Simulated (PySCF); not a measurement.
**Core-level calculation of Si2NH7O**

Si2NH7O, SMILES O[SiH2]N[SiH3], computed with delta-SCF UKS B3LYP, pcX-2 on the ionised atom, pcseg-1 elsewhere, spin-free X2C (PySCF 2.14.0).

Figures and captions count atoms from 1; the log counts them from 0 in places.

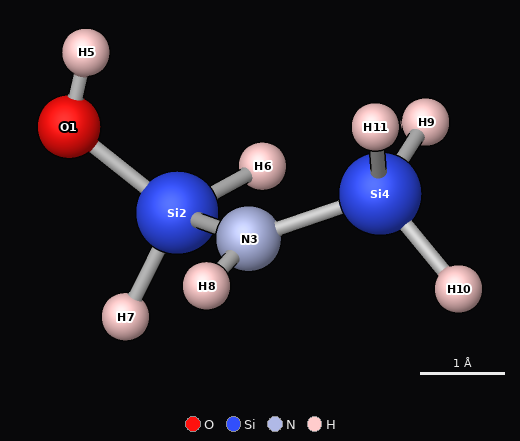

The structure as given in the input (ball-and-stick view, seen at a tilt; atoms are numbered from 1 in the order of the input).

Results in brief:

| quantity | value |
| --- | --- |
| outcome | converged |
| hardware | 1 CPU thread, shared host |
| wall time | 31 s |
| peak memory | 0.52 GiB |

Input file:
```
{"job": {"kind": "xps", "xc": "B3LYP"}, "charge": 0, "multiplicity": 1}
O     -2.509941     0.137560     0.387338
Si    -1.153496    -0.786896     0.107246
N      0.284146    -0.173980     0.861571
Si     1.680325     0.574157     0.137853
H     -2.485604     1.041169     0.058565
H     -0.834385    -0.863377    -1.349155
H     -1.518029    -2.110473     0.676125
H      0.304453    -0.246661     1.876827
H      1.433147     0.647423    -1.331759
H      2.933927    -0.202895     0.389996
H      1.904949     1.958286     0.663700
```

The first line tells a small driver script what to run in PySCF; the rest is the geometry in Å.

Command:
```bash
OMP_NUM_THREADS=1 python <driver script> task.json out
```

What the program printed:
```
ground state, core basis on atom 0 (O), 130 functions
  cycle   1  E = -714.34542053  |g| = 8.74e-01
  cycle   2  E = -714.05454222  |g| = 1.50e+00
  cycle   3  E = -714.47962873  |g| = 1.06e-01
  cycle   4  E = -714.48087208  |g| = 7.52e-02
  cycle   5  E = -714.48201378  |g| = 1.09e-02
  cycle   6  E = -714.48204357  |g| = 1.34e-03
  cycle   7  E = -714.48204426  |g| = 2.01e-04
  E(ground) = -714.48234027 Eh
hole in O 1s of atom 0
  cycle   1  E = -693.89481609  |g| = 2.23e+00
  cycle   2  E = -693.09235469  |g| = 2.31e+00
  cycle   3  E = -694.59586491  |g| = 4.90e-01
[... 6 cycles left out ...]
  E(ion) = -694.70117541 Eh   <S^2> = 0.7568   hole on atom = 1.000   binding energy = 538.273 eV
ground state, core basis on atom 1 (Si), 141 functions
[... 6 cycles left out ...]
  E(ground) = -714.52992730 Eh
hole in Si 1s of atom 1
[... 9 cycles left out ...]
  E(ion) = -646.68283046 Eh   <S^2> = 0.7516   hole on atom = 1.000   binding energy = 1846.214 eV
hole in Si 2p of atom 1
[... 8 cycles left out ...]
  E(ion) = -710.57239660 Eh   <S^2> = 0.7522   hole on atom = 1.002   binding energy = 107.690 eV
  2p3/2 = 107.501 eV   2p1/2 = 108.121 eV
ground state, core basis on atom 2 (N), 130 functions
[... 5 cycles left out ...]
  E(ground) = -714.46544097 Eh
hole in N 1s of atom 2
[... 8 cycles left out ...]
  E(ion) = -699.60986529 Eh   <S^2> = 0.7586   hole on atom = 1.000   binding energy = 404.241 eV
ground state, core basis on atom 3 (Si), 141 functions
[... 6 cycles left out ...]
  E(ground) = -714.52147278 Eh
hole in Si 1s of atom 3
[... 8 cycles left out ...]
  cycle   9  E = -646.69103904  |g| = 2.60e-04
  E(ion) = -646.69142198 Eh   <S^2> = 0.7517   hole on atom = 1.000   binding energy = 1845.750 eV
hole in Si 2p of atom 3
  cycle   1  E = -710.25147496  |g| = 1.22e+00
  cycle   2  E = -710.28254475  |g| = 9.54e-01
  cycle   3  E = -710.55535606  |g| = 1.89e-01
  cycle   4  E = -710.56884219  |g| = 1.02e-01
  cycle   5  E = -710.57279784  |g| = 2.71e-02
  cycle   6  E = -710.57316346  |g| = 2.51e-03
  cycle   7  E = -710.57316554  |g| = 1.02e-03
  cycle   8  E = -710.57316608  |g| = 6.77e-04
  cycle   9  E = -710.57316601  |g| = 1.07e-04
  E(ion) = -710.57356951 Eh   <S^2> = 0.7520   hole on atom = 1.002   binding energy = 107.428 eV
  2p3/2 = 107.204 eV   2p1/2 = 107.823 eV
```

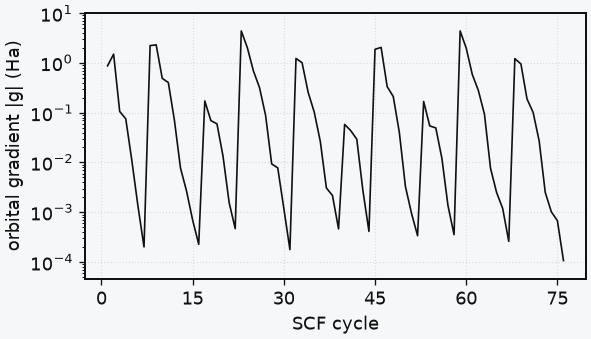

Convergence of the self-consistent field: orbital gradient |g| against the SCF cycle. All cycles printed in the log are drawn one after another.

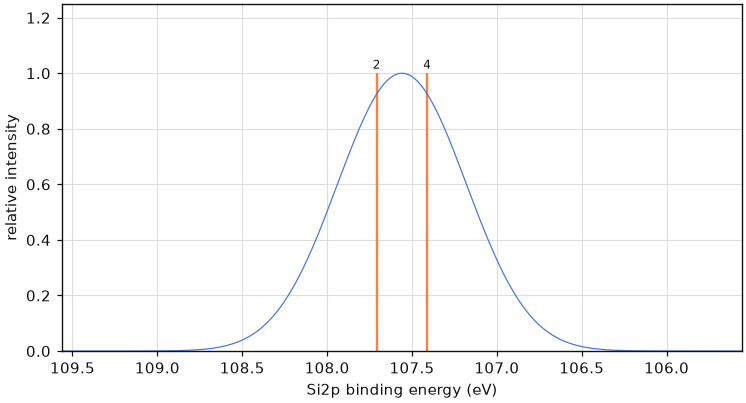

Si2p binding energies by ΔSCF of the atoms computed, labelled by atom number, with a Gaussian envelope of 0.8 eV full width. They run from 107.41 eV (atom 4) to 107.71 eV (atom 2).
